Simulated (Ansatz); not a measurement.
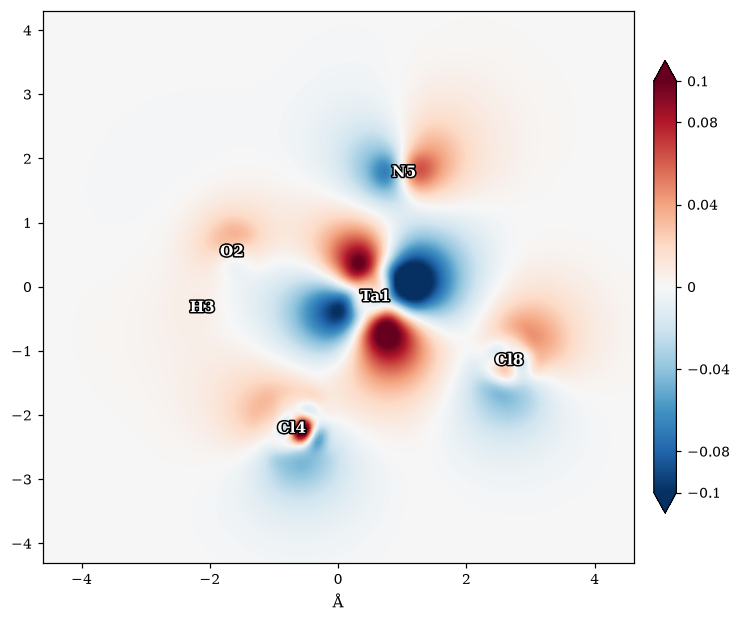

The picture shows: Cl2F2H4NOTa. The LUMO on the plane of atoms Cl4, Ta1 and Cl8 (values in Å⁻³ᐟ²; the overall sign is arbitrary).

Core potentials replace the inner electrons of Ta.

All numbers below come from RKS PBE-D4/def2-SVP (Ansatz).

Input

```
crystal:
  periodic: [false, false, false]
  atoms:
    - { symbol: Ta, position_ang: [-0.475038, 0.448056, 0.097922] }
    - { symbol: O, position_ang: [2.640803, -0.315308, 0.149804] }
    - { symbol: H, position_ang: [2.5859, -0.654696, 1.066446] }
    - { symbol: Cl, position_ang: [0.159487, -0.146062, 2.304799] }
    - { symbol: "N", position_ang: [0.061807, 0.288396, -1.791976] }
    - { symbol: H, position_ang: [-0.097818, -0.564134, -2.339692] }
    - { symbol: H, position_ang: [0.786188, 0.874493, -2.220019] }
    - { symbol: Cl, position_ang: [-2.432951, 1.643211, 0.153697] }
    - { symbol: F, position_ang: [-1.157664, -1.296424, -0.157127] }
    - { symbol: F, position_ang: [0.816158, 1.873099, 0.135933] }
    - { symbol: H, position_ang: [2.552928, 0.661568, 0.300713] }
basis:
  gaussian: { orbitals: def2-SVP }
hamiltonian:
  xc: pbe
  dispersion: d4
relax:
  f_tol: 0.03
  max_steps: 50
output:
  orbitals: {}
```

Command:

```sh
ansatz run input.yaml --threads 4 --pin off --max-ram 5120MiB --backend cpu --events-out ev --progress --plain --runs-dir out
```

The fields are those of the run's last geometry, not of the input's.

Where does this orbital lie, and at what energy?

Answer. It lies mainly on Ta1 (about 65 %), F9 (about 10 %), F10 (about 10 %) and Cl4 (about 10 %). Its energy is −3.05 eV.
